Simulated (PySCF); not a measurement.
## Electronic structure of C5H11ClSi2 in real space

Input file:

```
{"job": {"kind": "nmr", "xc": "PBE0", "basis": "pcSseg-1"}, "charge": 0, "multiplicity": 1}
Si    -2.150605    -1.691520    -0.288740
C     -1.314329    -0.012856    -0.213438
C     -1.824930     1.206511     0.033315
Si    -0.182072     2.119336    -0.091704
C      0.166739     0.247220    -0.433448
C      1.077236    -0.511846     0.521028
C      2.530233    -0.092961     0.383967
Cl     3.168073    -0.497301    -1.232751
H     -1.749279    -2.365574    -1.526171
H     -3.602476    -1.509138    -0.249487
H     -1.721666    -2.490749     0.865259
H     -2.860822     1.442137     0.220858
H      0.040595     3.054171    -1.191793
H      0.391613     2.632222     1.155124
H      0.458299     0.004332    -1.457996
H      0.989153    -1.588176     0.346168
H      0.769870    -0.315151     1.552214
H      3.166930    -0.607828     1.103750
H      2.637635     0.986420     0.496386
```

Run with:

```sh
OMP_NUM_THREADS=1 python probes_run.py task.json out
```

Geometry: GFN2-xTB.

These are results of PBE0/pcSseg-1, SCF density, gas phase, non-relativistic in PySCF, not measurements.

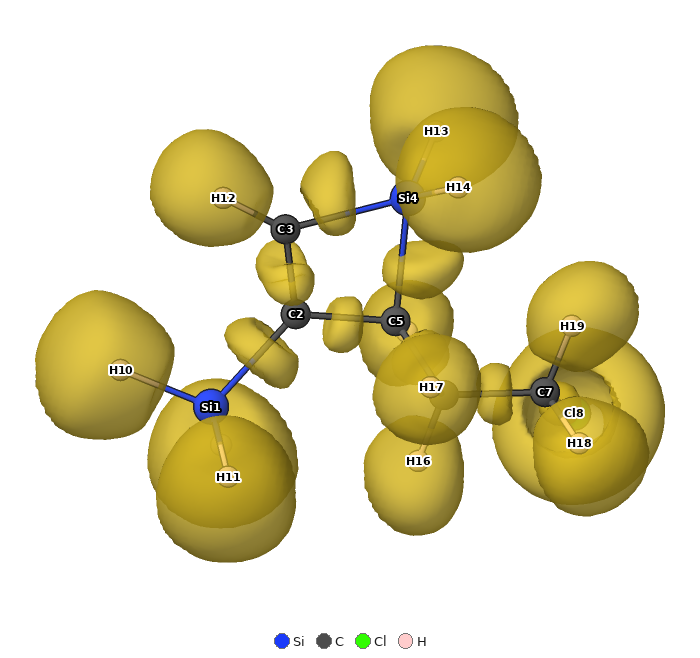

Figure 1. Isosurface of the ELF at 0.8 (yellow), seen across its widest extent. Only the valence region is drawn (cores and ρ < 0.01 e/Å³ removed).

Where are the electrons localised?

The ELF exceeds this value in four regions between bonded C–C atoms (shared pairs), one region between bonded C–Cl atoms (shared pairs), three regions between bonded C–Si atoms (shared pairs), eleven regions around hydrogen nuclei and one ring or bowl of non-bonding electrons around Cl. Profiles from the grid: C–C (1.34 Å): the ELF peaks at about 0.95 between the atoms: a short, multiple covalent bond. C–Cl (1.78 Å): the ELF peaks at about 0.90 between the atoms, as expected for a shared electron pair.

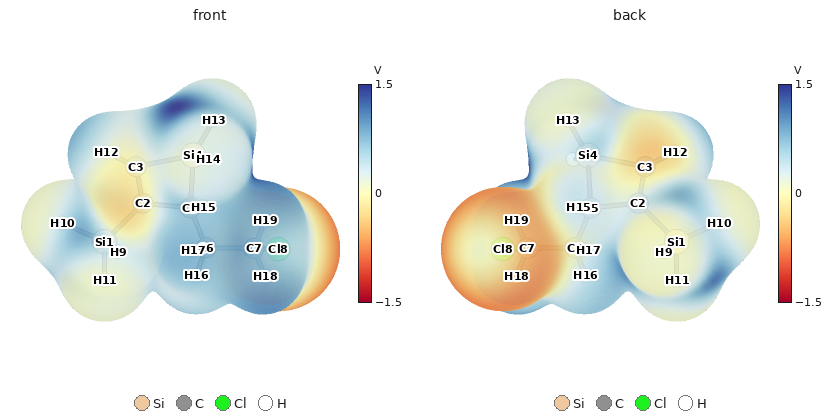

Figure 2. The molecular electrostatic potential painted on the density surface at 0.002 e/bohr³, seen from the front and from behind; red is negative and blue positive.

Where is the surface potential most negative and most positive?

The most negative region (about −0.7 V, or −16 kcal/mol for a unit charge) lies over Cl8, the most positive (about +1.4 V, or +32 kcal/mol for a unit charge) over Si4.
